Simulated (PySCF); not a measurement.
Input

```
{"job": {"kind": "uv", "xc": "B3LYP", "basis": "def2-SVPD", "nstates": 8, "ntriplets": 3}, "charge": 0, "multiplicity": 1}
C      3.053623     0.159823    -0.990894
S      2.502041    -0.790700     0.454153
C      0.791395    -1.178442    -0.042958
C     -0.139444     0.023630     0.008643
C     -1.578343    -0.380197    -0.299123
Si    -2.789130     1.086937    -0.239882
H      4.120920     0.311881    -0.871324
H      2.546911     1.119750    -1.024502
H      2.858374    -0.411786    -1.893952
H      0.467136    -1.943680     0.662831
H      0.828530    -1.613775    -1.043307
H      0.189821     0.773866    -0.713990
H     -0.082060     0.472029     1.002904
H     -1.892078    -1.144841     0.414955
H     -1.611194    -0.849403    -1.285314
H     -4.135808     0.600033    -0.540279
H     -2.754757     1.687042     1.094451
H     -2.384696     2.084151    -1.233589
```

Run with:

```sh
OMP_NUM_THREADS=1 python probes_run.py task.json out
```

Geometry: GFN2-xTB.

Level of theory: PySCF, B3LYP/def2-SVPD, SCF density, gas phase.

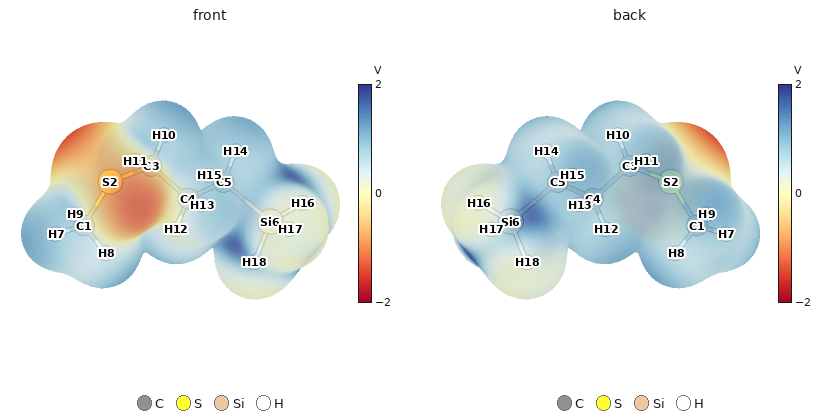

C₄H₁₂SSi. The electrostatic potential painted on the density surface at 0.004 e/bohr³, seen from the front and from behind; red is negative and blue positive.

> Which sites attract a positive test charge, and which a negative one?

A positive charge is drawn to the negative regions and a negative charge to the positive ones. The most negative region (about −1.3 V, or −30 kcal/mol for a unit charge) lies over S2, the most positive (about +1.8 V, or +42 kcal/mol for a unit charge) over Si6.
